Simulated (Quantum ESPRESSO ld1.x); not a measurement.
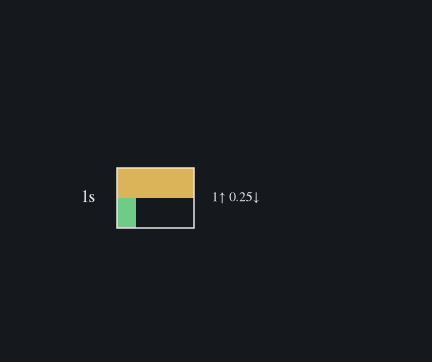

*The outer shells as the input fills them: a box for each of the 2l + 1 orbitals, shaded by the share of the shell that is filled, up spin in the upper half and down spin in the lower, with the electron count at the right.*

Run report: He (charge +0.75), atomic calculation

- system: He with charge +0.75 in the configuration 1s1.25 (1s: 1 up, 0.25 down).
- method: scalar-relativistic Kohn-Sham, LDA (Slater exchange, Perdew-Wang correlation), spin-polarised, spherical densities, point nucleus (Quantum ESPRESSO ld1.x 7.5)

### Output
```
     Program LD1 v.7.5 starts

     --------------------------- All-electron run ----------------------------

     scalar relativistic calculation

     atomic number is  2.00
     dft =PW   lsd =1 sic =0 latt =0  beta=0.20 tr2=1.0E-14
     Exchange-correlation= PW
                           (   1   4   0   0   0   0   0)
     mesh =1663 r(mesh) =  99.76853 a.u. xmin = -8.00 dx = 0.00800
     1 Ry =  13.60569312 eV, c = 137.03599908

     n l     nl                  e(Ry)          e(Ha)          e(eV)
     1 0     1S 1( 1.00)      -2.511731948      -1.255865974    -34.1738541
     1 0     1S 2( 0.25)      -2.120719349      -1.060359675    -28.8538567

     final scf error:  3.6E-15 reached in  14 iterations

     Etot =      -4.441979 Ry,      -2.220989 Ha,     -60.436200 eV
     Total magnetization:    0.75 Bohr mag.

     Ekin =       4.370754 Ry,       2.185377 Ha,      59.467134 eV
     Encl =      -9.341189 Ry,      -4.670594 Ha,    -127.093347 eV
     Eh   =       1.800046 Ry,       0.900023 Ha,      24.490874 eV
     Exc  =      -1.271590 Ry,      -0.635795 Ha,     -17.300862 eV

     normalization and overlap integrals

     s(1S/1S) =  1.000000  <r> =   0.8075  <r2> =    0.8823  r(max) =   0.5204
     s(1S/1S) =  1.000000  <r> =   0.8689  <r2> =    1.0292  r(max) =   0.5460

     ------------------------ End of All-electron run ------------------------
```

### Orbitals

| orbital | occupation | energy (eV) | ⟨r⟩ (bohr) | outer maximum (bohr) |
| --- | --- | --- | --- | --- |
| 1s up | 1 | −34.174 | 0.8075 | 0.520 |
| 1s down | 0.25 | −28.854 | 0.8689 | 0.546 |

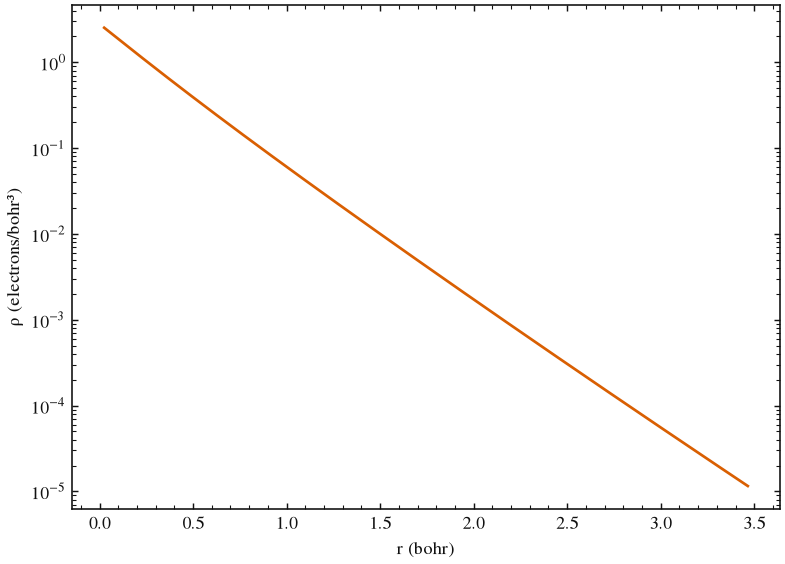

*The electron density ρ(r) on a logarithmic scale.*

The density falls from 2.5 electrons/bohr³ at the inner end (r = 0.025 bohr) to 0.001 at r = 2.16 bohr, a common measure of the size of an atom or ion. The highest occupied orbital, 1s down (⟨r⟩ = 0.869 bohr, −28.9 eV), is also the most diffuse and sets the fall-off far out: over the last part drawn ln ρ falls by 3.4 per bohr, against 2√(−2ε) = 2.9 for the pure exponential.

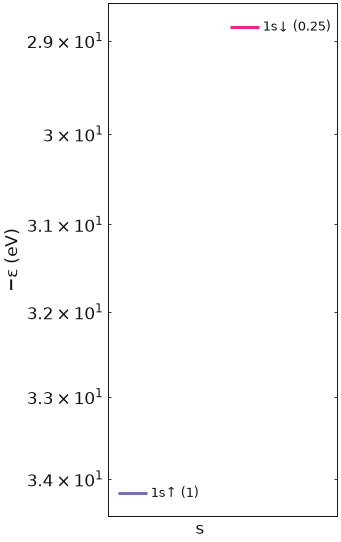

*All occupied levels, on a logarithmic scale of binding energy, are drawn (occupations in brackets, up spins at the left of each column and down spins at the right).*

The highest occupied level is 1s down at −28.9 eV. From the top down the occupied levels run 1s down (−28.9 eV), 1s up (−34.2 eV). The largest exchange splitting (down less up) among the shells drawn in both spins is that of 1s, 5.32 eV.

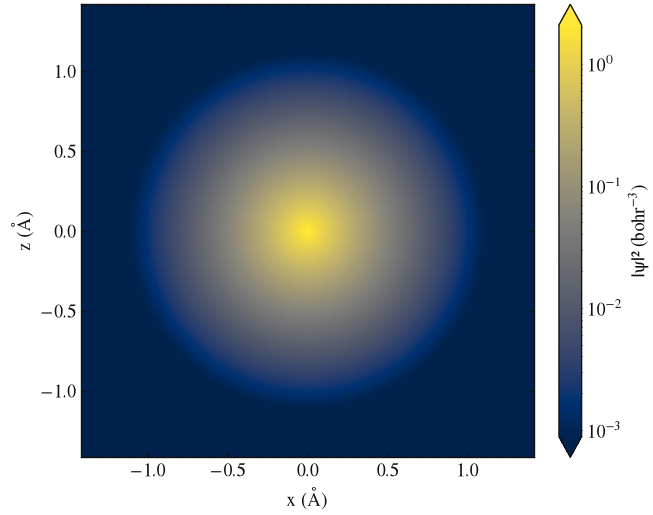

*The 1s orbital of up spin. In the xz plane through the nucleus, the colour gives |ψ|² on a logarithmic scale. (1 bohr = 0.529 Å.) The radial function comes from the spherical calculation and is multiplied by a real spherical harmonic; the overall sign is chosen so that the largest lobe of P(r) is positive; at the scalar-relativistic level it is the large component.*

It has no angular node and no radial node. The maximum of P² lies at 0.520 bohr, ⟨r⟩ = 0.807 bohr, 90 % of the charge lies within 1.45 bohr, and the eigenvalue is −34.2 eV, with 1 electron in the shell for this spin.

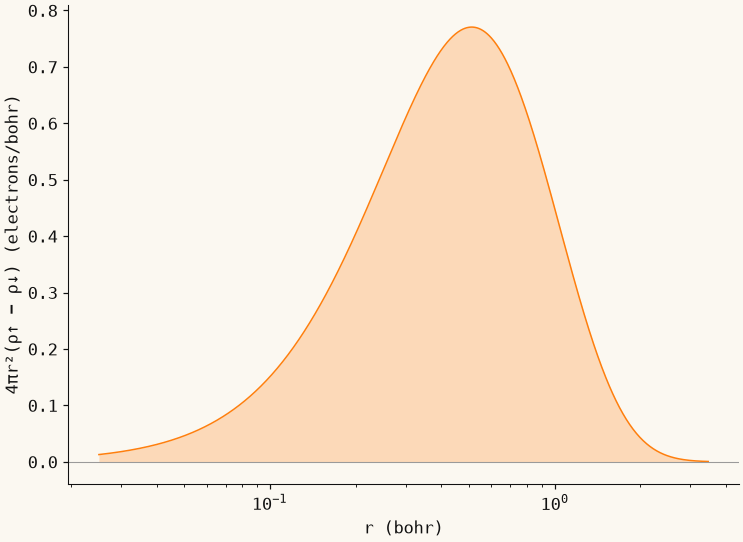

*The radial spin density.*

The curve integrates to 0.75 unpaired electrons, held by 1s (+0.75). Its largest value, 0.771 electrons/bohr, lies near r = 0.51 bohr. Regions of the opposite sign are negligible.

### The input
```
 &input
    zed=2.0,
    iswitch=1,
    rel=1,
    lsd=1,
    dft='PW',
    config='1s1 1s0.25',
    verbosity='high',
    prefix='ld1',
    max_out_wfc=37,
    file_charge='ld1.rho',
 /
```

### Results in brief

```tsv
quantity	value
outcome	converged
total energy	−2.220989 hartree
kinetic energy	2.185377 hartree
electron–nucleus energy	−4.670594 hartree
Hartree energy	0.900023 hartree
exchange–correlation energy	−0.635795 hartree
radius at density 0.001 e/bohr³	2.16 bohr
SCF iterations	14
hardware	1 CPU thread, shared host
wall time	0.6 s
```
